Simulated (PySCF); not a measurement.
Input

```
{"job": {"kind": "nmr", "xc": "PBE0", "basis": "pcSseg-1", "pop": false}, "charge": 0, "multiplicity": 1}
C     -2.707200     0.952800    -0.027100
N     -1.523900     0.294900    -0.523100
Si    -1.007400    -1.236100     0.052300
P      0.737000    -1.735300    -1.247400
Si     2.368500    -0.523700    -0.315500
C      2.065200     1.306900    -0.720200
H     -3.623400     0.581100    -0.498100
H     -2.781700     0.772000     1.042300
H     -2.641400     2.028400    -0.199100
H     -1.351900     0.510900    -1.494800
H     -1.963600    -2.351800    -0.069000
H     -0.708900    -1.051500     1.480000
H      1.040000    -2.892300    -0.565300
H      3.625400    -0.990800    -0.916200
H      2.456300    -0.704400     1.142200
H      2.879400     1.926100    -0.357700
H      1.985100     1.458300    -1.793200
H      1.143500     1.660700    -0.266400
```

Command:

```sh
OMP_NUM_THREADS=1 python probes_run.py task.json out
```

Geometry: GFN2-xTB, NEB image 0 of 0 to 8.

Theory: PBE0/pcSseg-1, SCF density, gas phase, non-relativistic (PySCF).

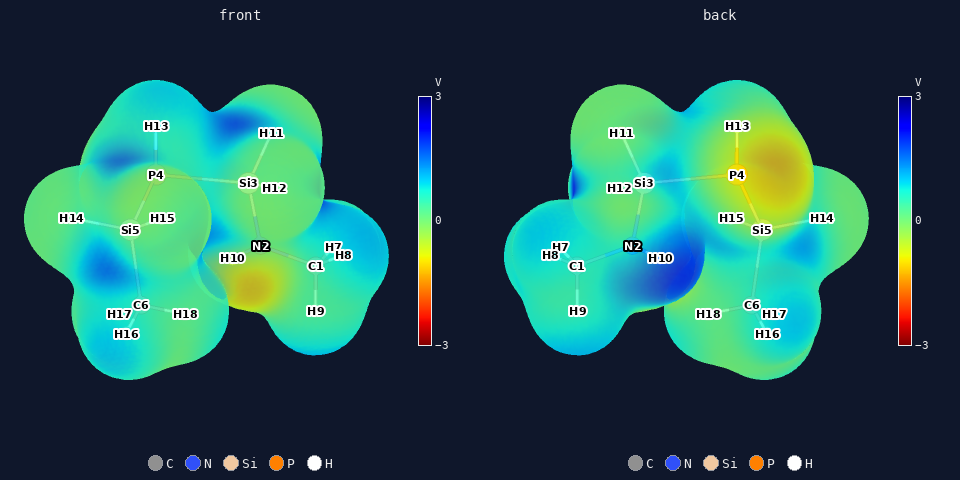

C2H12NPSi2 (SMILES CN[SiH2]P[SiH2]C). The molecular electrostatic potential painted on the density surface at 0.004 e/bohr³, seen from the front and from behind; the colour scale runs from red (negative) to blue (positive).

Which sites attract a positive test charge, and which a negative one?

Answer. A positive charge is drawn to the negative regions and a negative charge to the positive ones. The most negative region (about −1.2 V) lies over P4, the most positive (about +2.0 V) over Si3 and H10.
